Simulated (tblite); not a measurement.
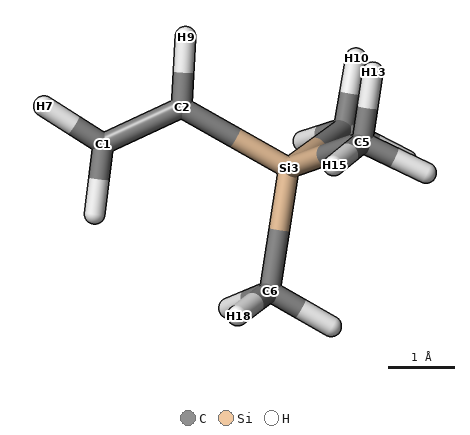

Figure 1. The input geometry (stick view, seen on its broad side; atoms are numbered from 1 in the order of the input). Bond lengths as drawn: C–C 1.32 Å, C–H 1.08 to 1.09 Å and C–Si 1.89 to 1.91 Å.

**C₅H₁₂Si: molecular dynamics**

The run: molecular dynamics of C₅H₁₂Si (vinyltrimethylsilane). Method and program: GFN2-xTB Langevin dynamics, gas phase (tblite 0.8.0).

Some settings of this run were made unusual or wrong on purpose.

**Input**
```
{"job": {"dt": 1.5, "steps": 60, "equilibration": 0, "friction": 0.005, "h_mass": 4.0, "temperature": 600, "xc": "GFN2-xTB", "basis": "xTB", "kind": "md"}, "charge": 0, "multiplicity": 1}
C     -0.320261    -1.297184     0.399639
C     -0.043457    -0.025528     0.640886
Si     1.654558     0.663269     1.122471
C      2.181924     1.946841    -0.189767
C      1.508667     1.520331     2.823073
C      2.951942    -0.730332     1.217697
H     -1.308220    -1.638063     0.126871
H      0.435418    -2.062777     0.464557
H     -0.852408     0.691962     0.556593
H      1.462561     2.757250    -0.259667
H      3.145351     2.385467     0.052294
H      2.264377     1.496712    -1.174559
H      0.754474     2.301419     2.807875
H      2.448703     1.979449     3.114717
H      1.232529     0.814417     3.600726
H      3.923778    -0.342631     1.508401
H      3.071367    -1.225936     0.259134
H      2.669955    -1.483453     1.947111
```

The first line tells a small driver script what to run in tblite; the rest is the geometry in Å.

Machine: 1 CPU thread, shared host.

Run as:
```bash
OMP_NUM_THREADS=1 python <driver script> task.json out
```

**Output**
```
t/fs     T/K   E - E0/eV
     0.0    700.2     0.0000
     3.0    518.9     0.5854
     7.5    452.4     0.8183
    10.5    498.7     0.7425
    15.0    327.8     1.2096
    18.0    522.6     0.7131
    22.5    460.0     0.7929
    25.5    447.0     0.8872
    30.0    508.2     0.7724
    33.0    472.0     0.9516
    37.5    522.0     0.7743
    40.5    524.5     0.7967
    45.0    514.6     1.0483
    48.0    552.8     1.0581
    52.5    482.1     1.2281
    55.5    651.6     0.8442
    60.0    589.2     1.1064
    63.0    571.0     1.1021
    67.5    542.9     1.0155
    70.5    338.5     1.4641
    75.0    613.7     0.8165
    78.0    516.8     1.0049
    82.5    482.4     1.1383
    85.5    576.8     0.7888
    90.0    357.6     1.2805
```

**Trajectory as extended XYZ (Å, eV, eV/Å), 6 of the 25 frames kept, from step=0 to step=60**
```
18
Properties=species:S:1:pos:R:3:forces:R:3 step=0 time_fs=0.0 energy=-503.08705 temperature=700.2
C    -0.3203   -1.2972    0.3996    0.0000   0.0040   0.0010
C    -0.0435   -0.0255    0.6409    0.0000  -0.0010   0.0010
Si    1.6546    0.6633    1.1225   -0.0010   0.0020  -0.0010
C     2.1819    1.9468   -0.1898    0.0020   0.0010  -0.0010
C     1.5087    1.5203    2.8231   -0.0010   0.0000   0.0010
C     2.9519   -0.7303    1.2177   -0.0010   0.0020   0.0000
H    -1.3082   -1.6381    0.1269    0.0000  -0.0010   0.0000
H     0.4354   -2.0628    0.4646    0.0010  -0.0020   0.0000
H    -0.8524    0.6920    0.5566    0.0010   0.0000   0.0020
H     1.4626    2.7573   -0.2597   -0.0010  -0.0020   0.0010
H     3.1454    2.3855    0.0523    0.0020   0.0010   0.0010
H     2.2644    1.4967   -1.1746   -0.0020  -0.0010   0.0000
H     0.7545    2.3014    2.8079    0.0020   0.0000  -0.0020
H     2.4487    1.9794    3.1147   -0.0030  -0.0020   0.0000
H     1.2325    0.8144    3.6007   -0.0010   0.0010  -0.0010
H     3.9238   -0.3426    1.5084    0.0020  -0.0010  -0.0020
H     3.0714   -1.2259    0.2591   -0.0010  -0.0010   0.0010
H     2.6700   -1.4835    1.9471   -0.0010   0.0000  -0.0010
18
Properties=species:S:1:pos:R:3:forces:R:3 step=12 time_fs=18.0 energy=-502.37391 temperature=522.6
C    -0.4534   -1.3181    0.3805    2.0890   0.1560   0.7140
C     0.0278   -0.0822    0.5643    0.1240  -0.3000   0.2480
Si    1.7560    0.6685    1.1808   -1.9480   0.2390  -0.8480
C     2.1610    2.0327   -0.0869   -1.4820  -1.1990   0.1260
C     1.5058    1.5539    2.8483   -0.1420  -0.6730  -2.1720
C     3.0021   -0.6792    1.1909   -0.0340  -1.5550   0.7270
H    -1.4459   -1.6303    0.1659   -0.5250   0.3270  -0.3020
H     0.2374   -2.1607    0.5183   -0.3110   0.2590  -0.0310
H    -0.6737    0.7117    0.4042   -0.4380   0.4280  -0.0370
H     1.2669    2.6383   -0.1285    0.3560   0.8640   0.2600
H     3.0847    2.4991    0.0928    0.6240   0.9230   0.1290
H     2.1544    1.5862   -1.0520    0.4650  -0.3970  -0.8770
H     0.9364    2.4059    2.6221   -0.9610   1.0560   0.1020
H     2.4096    1.8782    3.2334    1.5390   0.3080   1.0550
H     0.9802    0.8725    3.4292   -0.7120  -0.6750   1.5070
H     3.9873   -0.2337    1.3136   -0.0040  -0.7030   0.1270
H     2.9145   -1.2395    0.2642    0.4350   0.0710  -0.0210
H     2.7043   -1.4190    1.9957    0.9260   0.8720  -0.7060
18
Properties=species:S:1:pos:R:3:forces:R:3 step=25 time_fs=37.5 energy=-502.31278 temperature=522.0
C    -0.3957   -1.3057    0.4654    0.1720  -0.2700  -0.6150
C     0.1210   -0.0843    0.5447   -0.7630   0.0240  -0.2030
Si    1.7114    0.6807    1.1271    0.9380   0.3970   1.4470
C     2.0048    2.1116   -0.0973   -0.7270   0.3780   1.2900
C     1.4662    1.5493    2.8985   -1.1820  -0.9860  -2.5370
C     3.0810   -0.6505    1.1805    0.2410  -1.6300   0.5530
H    -1.3925   -1.3434    0.0630   -0.3130  -0.4180  -0.0010
H     0.0704   -2.3014    0.5690   -0.0020   1.0430   0.3760
H    -0.5592    0.7159    0.2080    0.0840  -0.3460   0.2700
H     1.2037    2.8458    0.0257   -0.5880  -0.5950  -0.7070
H     2.7936    2.7783    0.1225    1.5650   0.0610   0.2780
H     2.1334    1.7003   -1.0594   -0.1980   0.0900  -1.1000
H     1.0784    2.5162    2.7587   -0.2550   1.3200  -0.3270
H     2.3033    1.5917    3.4670    2.7660   0.2470   1.2560
H     0.7669    1.0790    3.5193   -1.2220  -1.1080   0.5810
H     4.1313   -0.3657    1.2231   -0.2460   0.5260   0.0010
H     3.0247   -1.3260    0.3001   -0.1840   0.4430   0.5060
H     2.9582   -1.3275    2.0884   -0.0860   0.8240  -1.0660
18
Properties=species:S:1:pos:R:3:forces:R:3 step=35 time_fs=52.5 energy=-501.85893 temperature=482.1
C    -0.4101   -1.3024    0.4198    4.1980   0.4640   2.3660
C     0.1213   -0.0590    0.5363    0.4350  -3.0570   0.4060
Si    1.7317    0.7012    1.1548    0.4970   0.3870  -0.1520
C     1.9095    2.2251   -0.0704   -1.5820  -0.5330  -0.9080
C     1.4102    1.4867    2.8908    0.6120   0.5910   0.7490
C     3.1682   -0.6158    1.1852   -0.1770   0.6960   3.4010
H    -1.3474   -1.3535    0.0261   -2.0060  -0.8620  -0.8830
H     0.1607   -2.1999    0.8698   -1.2750   1.3390  -0.9580
H    -0.5051    0.6064    0.0871   -1.4600   2.2110  -0.9830
H     0.8927    2.7629   -0.1087    1.7980  -0.0500   0.8780
H     2.8146    2.8058    0.0690   -0.5600   0.4090   0.3130
H     1.9137    1.9515   -1.1364    0.4910  -0.5630   0.2800
H     1.3826    2.6157    2.8453   -0.9410  -1.2390  -0.1690
H     2.3270    1.4205    3.5171   -0.5960  -0.6840  -0.1910
H     0.5435    0.9943    3.4383    1.1490   1.0550  -0.6800
H     4.2063   -0.2917    1.1700   -0.2010   0.5360   0.2550
H     3.1020   -1.2624    0.4083   -0.5210  -1.8470  -2.3780
H     3.0567   -1.2751    2.1352    0.1380   1.1460  -1.3440
18
Properties=species:S:1:pos:R:3:forces:R:3 step=47 time_fs=70.5 energy=-501.62298 temperature=338.5
C    -0.4022   -1.2830    0.4908    3.9530   1.1560   2.7290
C     0.0543   -0.0090    0.4765    1.4900  -2.9050   1.5260
Si    1.7753    0.7486    1.1603   -1.9570  -0.6870  -1.7910
C     1.7289    2.1948   -0.1410   -0.3760   1.2160   0.3060
C     1.5488    1.4435    2.8823   -1.3950   0.1670   1.6230
C     3.1626   -0.5712    1.2295   -0.2130   2.4260   3.3730
H    -1.2381   -1.6855    0.1046   -2.7030  -0.5830  -1.4010
H     0.1287   -2.0811    1.1260   -0.3070   1.2500  -1.1000
H    -0.5153    0.7255    0.0481   -1.3480   1.4090  -1.2600
H     0.8580    2.9303    0.0637    0.8470  -1.6260  -0.5900
H     2.5420    2.8677    0.1024    0.6200  -0.0230  -0.3030
H     1.8024    1.9318   -1.2265   -0.2820   0.2090   1.1800
H     1.4370    2.5860    2.9137    0.9560  -1.7250   0.2910
H     2.3104    0.9160    3.5973   -1.5460   1.6420  -0.9360
H     0.4686    1.1363    3.1767    1.8200   0.1850  -0.0180
H     4.0671    0.0206    1.2282    0.5080  -0.3040  -0.3020
H     3.0973   -1.2380    0.4831    0.0750  -2.1230  -2.4030
H     3.1550   -1.0895    2.2238   -0.1410   0.3160  -0.9240
18
Properties=species:S:1:pos:R:3:forces:R:3 step=60 time_fs=90.0 energy=-501.80653 temperature=357.6
C    -0.3877   -1.2441    0.6543    4.0520   0.5510   2.0760
C     0.0773   -0.0118    0.4827    0.5240  -1.5630   0.8410
Si    1.6764    0.7644    1.0346    0.8560  -0.2790   2.3240
C     1.7189    2.2515   -0.1043   -1.7210   0.0630  -1.0770
C     1.5415    1.3640    2.8790   -0.7260   1.1190   2.6530
C     3.1635   -0.4237    1.2495   -0.1750   1.5600   2.8860
H    -1.1715   -1.6065    0.1499   -2.7320  -1.2510  -1.2510
H     0.2555   -1.9353    1.2685   -1.0220   0.5230  -0.7070
H    -0.4717    0.6342   -0.0950   -1.4470   1.2950  -1.3700
H     0.6708    2.7103    0.0170    1.8300   0.0990   0.0600
H     2.5545    2.9372   -0.0800   -0.3520   0.1600   0.2690
H     1.6422    1.8569   -1.1294    0.3520   0.1900   0.0970
H     1.9413    2.4518    3.0977   -1.1840  -1.7930  -0.7840
H     2.0701    0.8196    3.7278   -0.2340   0.0790  -1.5610
H     0.4412    1.2626    3.2813    1.7810   0.7090  -0.9910
H     4.0761    0.1506    1.2386    0.2890   0.1510  -0.1150
H     3.2367   -1.1813    0.5945    0.1880  -2.3210  -2.5230
H     3.1627   -0.9347    2.2553   -0.2790   0.7090  -0.8260
```

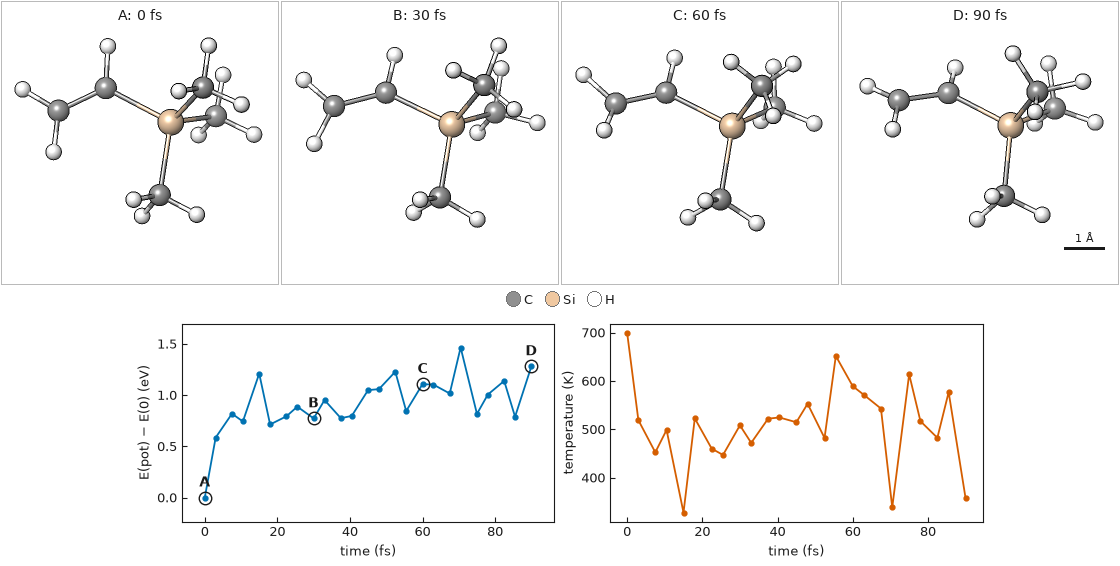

Figure 2. Frames of the molecular dynamics (ball-and-stick, seen at a tilt) above the curves, on which the letters mark them. The trajectory kept here has 25 frames over 90 fs. The temperature starts at 700 K, ranges from 328 to 700 K and averages 522 K over the second half. The potential energy ends 1.281 eV above its first value. After an unweighted best fit of the last frame on the first, the root-mean-square displacement is 0.67 Å, and H14 has moved furthest (1.44 Å).

**What the run reported**

- outcome: finished
- mean temperature over the second half: 522 K
- trajectory: 25 frames kept, 90 fs
- wall time: 0.62 s
- peak memory: 0.5 GiB

**What went wrong**

Some settings of this run were drawn to be unusual or wrong. It finished; results that depend on the unusual settings are not reference values. So short a trajectory is not equilibrated.
